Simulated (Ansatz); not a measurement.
# One shape, several levels: [PH4]+ (phosphonium)

We compute a comparison of 6 runs (UHF/3-21G, CAM-B3LYP/3-21G, SVWN5/3-21G, UMP2/6-31G, BCCD(T)/6-31G, CCSD/6-31G) of [PH4]+ (phosphonium). 

Program for the calculation: Ansatz 0.2.0.

## 1. The system as given

[PH4]+: 5 atoms, total charge +1, spin state singlet. SMILES: `[PH4+]`. The H3–P1 distance was set to 2.063 Å, away from the relaxed value. At this shape a bond of the SMILES string is far longer than usual.

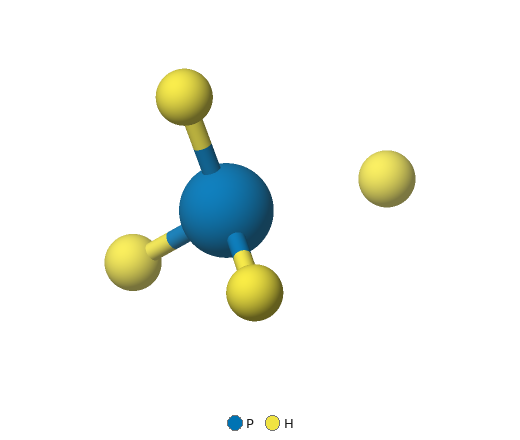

The structure, seen from a chosen angle (phosphorus blue, hydrogen yellow).

## 2. A single-point energy at UHF/3-21G (run 1)

in.yaml reads:

```yaml
crystal:
  periodic: [false, false, false]
  atoms:
    - symbol: P
      position_ang: [0.308622, 0.508011, -0.345421]
    - symbol: H
      position_ang: [1.666102, 0.446681, -0.135021]
    - symbol: H
      position_ang: [-0.617320, -1.016050, 0.691010]
    - symbol: H
      position_ang: [0.046782, 0.374261, -1.688811]
    - symbol: H
      position_ang: [-0.169608, 1.719151, 0.096359]
basis:
  gaussian: {orbitals: 3-21G.json}
total_charge: 1
hamiltonian: {xc: hf}
magnetization: {spin_polarized: true, initial_magnetization: 0}
accuracy: high
```

The basis set 3-21G is read from a file made from the Basis Set Exchange's data (not shown).

Command:

```bash
$ ansatz run in.yaml --threads 1 --pin off --max-ram 2610MiB --events-out events.jsonl --progress --plain --runs-dir runs
```

Log:

```text
Warning: RAYON_NUM_THREADS=1 ignored (pool sized by the plan → 1); use --threads N
Functional definition: HF
  name "HF"
  exchange = exact_x
  correlation = 0
417 factors; integrals over basis functions are off by at most 4.4e-9 eV
mean field evaluation 1: about -9276.3139 eV, gradient 7.8e0 eV
mean field evaluation 2: about -9276.3077 eV, gradient 7.8e0 eV
mean field evaluation 4: about -9276.8976 eV, gradient 5.2e-1 eV
mean field evaluation 8: about -9276.9009 eV, gradient 8.9e-7 eV
mean field evaluation 16: about -9276.9541 eV, gradient 1.2e-3 eV
mean field evaluation 32: about -9276.9009 eV, gradient 3.5e-2 eV
mean field -9276.95413840 eV, -340.9217764407 hartree, gradient 2.6e-8 eV, S^2 0.229721; 2 other end points of the search recorded, 0 dependent functions left out
reference -9276.95413840 eV, -340.9217764407 hartree; 9, 9 occupied and 12, 12 virtual orbitals, 417 factors
Total energy: -9276.95413840 eV, -340.9217764407 hartree
```

Run time: 0.18 s. Hardware: 1 thread of AMD EPYC 7R43 (Zen 3), shared host.

## 3. The energy at CAM-B3LYP/3-21G (run 2)

input.yaml reads:

```yaml
basis:
  gaussian:
    orbitals: 3-21G.json
crystal:
  periodic: [false, false, false]
  atoms:
    - symbol: P
      position_ang: [0.308622, 0.508011, -0.345421]
    - symbol: H
      position_ang: [1.666102, 0.446681, -0.135021]
    - symbol: H
      position_ang: [-0.617320, -1.016050, 0.691010]
    - symbol: H
      position_ang: [0.046782, 0.374261, -1.688811]
    - symbol: H
      position_ang: [-0.169608, 1.719151, 0.096359]
total_charge: 1
hamiltonian:
  xc: {name: CAM-B3LYP}
accuracy: high
```

The basis set 3-21G is read from a file made from the Basis Set Exchange's data (not shown).

Command:

```bash
$ ansatz run input.yaml --threads 1 --pin off --max-ram 2610MiB --events-out events.jsonl --progress --plain --runs-dir runs
```

Log:

```text
Warning: RAYON_NUM_THREADS=1 ignored (pool sized by the plan → 1); use --threads N
Functional definition: CAM-B3LYP
  name "CAM-B3LYP"
  parameter alpha = 0.19
  parameter beta = 0.46
  parameter omega = 0.33/bohr
  parameter ac = 0.81
  exchange = (1 - alpha - beta)*b88_x + beta*b88_x_sr(omega) + alpha*exact_x + beta*exact_x_lr(omega)
  correlation = (1 - ac)*vwn5_c + ac*lyp_c
417 factors; integrals over basis functions are off by at most 4.4e-9 eV
169 factors; integrals over basis functions are off by at most 2.7e-9 eV
mean field evaluation 1: about -9294.0425 eV, gradient 1.7e1 eV
mean field evaluation 2: about -9294.5837 eV, gradient 1.4e1 eV
mean field evaluation 4: about -9295.2646 eV, gradient 6.5e-2 eV
mean field evaluation 8: about -9295.2388 eV, gradient 1.3e-4 eV
mean field -9295.23878594 eV, -341.5937248443 hartree, gradient 9.0e-9 eV, S^2 0.000000; 0 other end points of the search recorded, 0 dependent functions left out
reference -9295.23879916 eV, -341.5937253298 hartree; 9, 9 occupied and 12, 12 virtual orbitals, 417 factors
Total energy: -9295.23879916 eV, -341.5937253298 hartree
```

It took 0.69 s on 1 thread of AMD EPYC 7R43 (Zen 3), shared host; peak memory 0.1 GiB.

## 4. The energy at SVWN5/3-21G (run 3)

run.yaml reads:

```yaml
basis:
  gaussian:
    orbitals: 3-21G.json
crystal:
  periodic: [false, false, false]
  atoms:
    - {symbol: P, position_ang: [0.308622, 0.508011, -0.345421]}
    - {symbol: H, position_ang: [1.666102, 0.446681, -0.135021]}
    - {symbol: H, position_ang: [-0.617320, -1.016050, 0.691010]}
    - {symbol: H, position_ang: [0.046782, 0.374261, -1.688811]}
    - {symbol: H, position_ang: [-0.169608, 1.719151, 0.096359]}
total_charge: 1
hamiltonian:
  xc: {name: SVWN5}
accuracy: high
```

The basis set 3-21G is read from a file made from the Basis Set Exchange's data (not shown).

Command:

```bash
$ ansatz run run.yaml --threads 1 --pin off --max-ram 2610MiB --events-out events.jsonl --progress --plain --runs-dir runs
```

Log:

```text
Warning: RAYON_NUM_THREADS=1 ignored (pool sized by the plan → 1); use --threads N
Functional definition: SVWN5
  name "SVWN5"
  exchange = slater_x
  correlation = vwn5_c
417 factors; integrals over basis functions are off by at most 4.4e-9 eV
mean field evaluation 1: about -9256.6921 eV, gradient 2.8e1 eV
mean field evaluation 2: about -9251.0848 eV, gradient 4.3e1 eV
mean field evaluation 4: about -9260.0400 eV, gradient 1.9e0 eV
mean field evaluation 8: about -9260.0368 eV, gradient 3.5e-2 eV
mean field evaluation 16: about -9260.0368 eV, gradient 6.1e-8 eV
mean field -9260.03683412 eV, -340.3000769755 hartree, gradient 6.0e-8 eV, S^2 0.000000; 0 other end points of the search recorded, 0 dependent functions left out
reference -9260.03683601 eV, -340.3000770451 hartree; 9, 9 occupied and 12, 12 virtual orbitals, 417 factors
Total energy: -9260.03683601 eV, -340.3000770451 hartree
```

It took 0.49 s on 1 thread of AMD EPYC 7R43 (Zen 3), shared host; peak memory 0.098 GiB.

Runs 4 to 5 aren't shown in full; the table further down has their settings and results.

## 5. A single-point energy at CCSD/6-31G (run 6)

Changes to input.yaml since step 3:

```diff
@@ -1,4 +1 @@
-basis:
-  gaussian:
-    orbitals: 3-21G.json
 crystal:
@@ -16,5 +13,11 @@
       position_ang: [-0.169608, 1.719151, 0.096359]
+basis:
+  gaussian:
+    orbitals: 6-31G
 total_charge: 1
-hamiltonian:
-  xc: {name: CAM-B3LYP}
+correlation:
+  method: ccsd
+  frozen_orbitals: {H: 0, P: 5}
 accuracy: high
+scf:
+  omitted_lower_state_checks: [cluster_reference, increment]
```

Command:

```bash
$ ansatz run input.yaml --threads 1 --pin off --max-ram 2610MiB --events-out events.jsonl --progress --plain --runs-dir runs
```

Log:

```text
Warning: RAYON_NUM_THREADS=1 ignored (pool sized by the plan → 1); use --threads N
[... 11 lines left out ...]
5 core orbitals not correlated: weight in the atoms' cores, before any rotation towards them, 1.000 or more for the frozen orbitals, at most 0.000 for the correlated occupied ones
[... 23 lines left out ...]
Total energy: -9325.96423719 eV, -342.7228643512 hartree
Checks for a lower state left out: cluster_reference, increment
```

Run time: 0.24 s. Hardware: 1 thread of AMD EPYC 7R43 (Zen 3), shared host.

## 6. Overview of the runs

| run | level | frozen core orbitals | energy (Eh) | wall time |
| --- | --- | --- | --- | --- |
| 1 | UHF/3-21G | – | -340.921776 | 0.18 s |
| 2 | CAM-B3LYP/3-21G | – | -341.593725 | 0.69 s |
| 3 | SVWN5/3-21G | – | -340.300077 | 0.49 s |
| 4 | UMP2/6-31G | 5 | -342.683485 | 0.26 s |
| 5 | BCCD(T)/6-31G | 5 | -342.724166 | 0.26 s |
| 6 | CCSD/6-31G | 5 | -342.722864 | 0.24 s |

## 7. Results

| quantity | value |
| --- | --- |
| run 6: total energy | -342.72286 Eh |
| run 6: correlation energy (5 core orbitals frozen) | -108.0 mEh |
| run 6: T1 diagnostic | 0.013 |

What this shows: Totals of different functionals can't be ranked against each other. In runs 5, 6 the log says that unrestricted orbitals would lower the reference, so the values rest on an unstable closed-shell determinant (other closed-shell runs at this shape may share the fault). Spin contamination of the reference: run 4 ⟨S²⟩ = 0.25, run 1 ⟨S²⟩ = 0.23. All runs together took 2.1 s, the longest 0.69 s.
